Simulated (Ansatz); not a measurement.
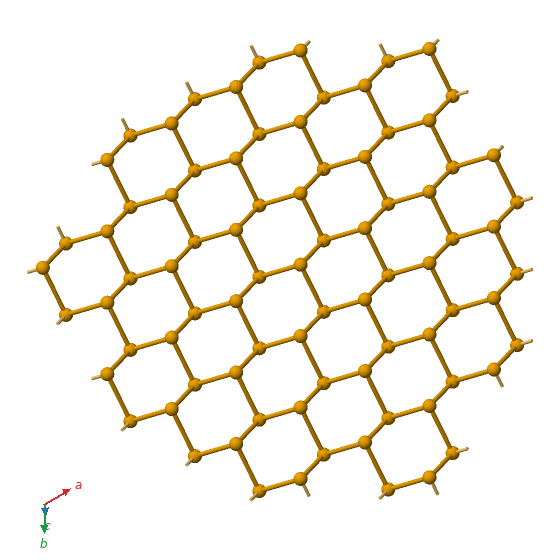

The picture shows a finite piece of the underlying net of a crystal structure, nodes on the atoms' positions. Nodes are coloured by topological kind. One layer is drawn. Short stubs are edges that leave the cut-out.

Question: Describe the net.

Answer: A uninodal 3-connected, two-periodic (layers) net. It is the hcb net, known from graphene.

Question: Give point symbol and coordination sequence.

Answer: 6^3, sequence 3, 6, 9, 12, 15, 18.

Origin of the net. System BiCl (space group R-3m, No. 166); source of the atomic positions: coordinates from a relaxation with DFT LDA, scalar-relativistic, plane waves, PAW (Ansatz); the starting structure was generated, so it need not be a known form of this composition. Bonds are taken as Bi–Cl below 3.2 Å. The graph is simplified in the usual way: terminal and isolated atoms are pruned, two-connected atoms become edges. Bi and Cl are 3-connected nodes.
